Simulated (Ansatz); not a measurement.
```yaml
atoms:
  - { symbol: Si, position_ang: [-0.6049, -0.1209, 0.2222] }
  - { symbol: O, position_ang: [0.6155, 0.2838, 1.2287] }
  - { symbol: O, position_ang: [-0.2510, -1.2548, -0.8943] }
  - { symbol: O, position_ang: [-1.7848, -0.7470, 1.1573] }
  - { symbol: O, position_ang: [-0.9910, 1.2351, -0.5963] }
  - { symbol: H, position_ang: [2.5223, 0.5400, -0.6881] }
  - { symbol: H, position_ang: [2.8674, 0.5608, -1.3510] }
  - { symbol: H, position_ang: [0.7723, -0.3042, 1.9690] }
  - { symbol: H, position_ang: [0.2502, -0.9632, -1.6573] }
  - { symbol: H, position_ang: [-2.4420, -1.2876, 0.7170] }
  - { symbol: H, position_ang: [-0.9540, 2.0583, -0.1075] }
```

The reactant side of a reaction path; geometry: PBE0-D4/def2-TZVP.

Theory: RKS PBE0-D4/def2-TZVPP in Ansatz 0.2.0.

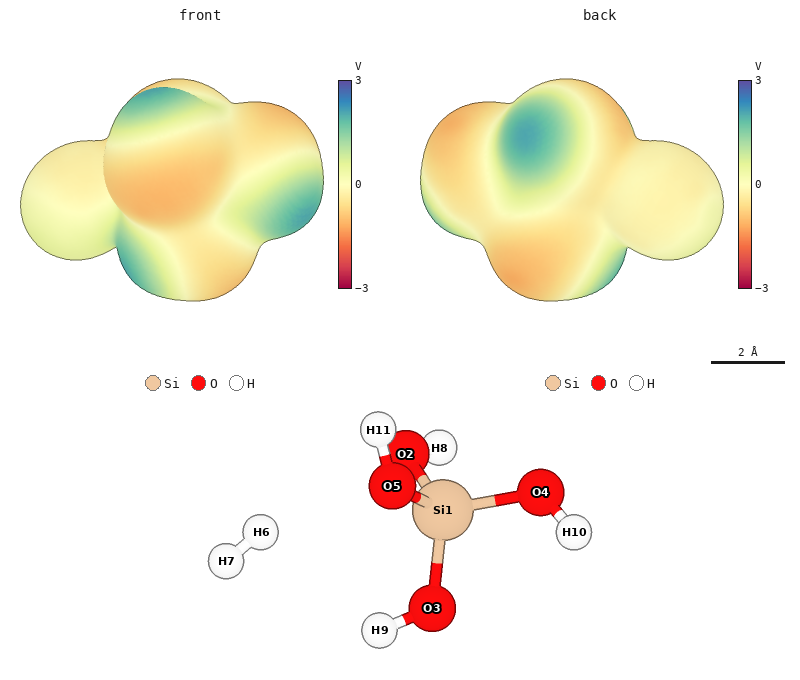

H$_{4}$O$_{4}$Si···H$_{2}$. The electrostatic potential painted on the density surface at 0.001 e/bohr³, seen from the front and from behind; red is negative and blue positive. The bare structure is drawn below in the same view.

Q: Describe the electrostatic potential map.

A: The most negative region (about −1.1 V, or −25 kcal/mol for a unit charge) lies over O3, O4 and O5, the most positive (about +2.0 V, or +46 kcal/mol for a unit charge) over H8, H9, H10 and H11.
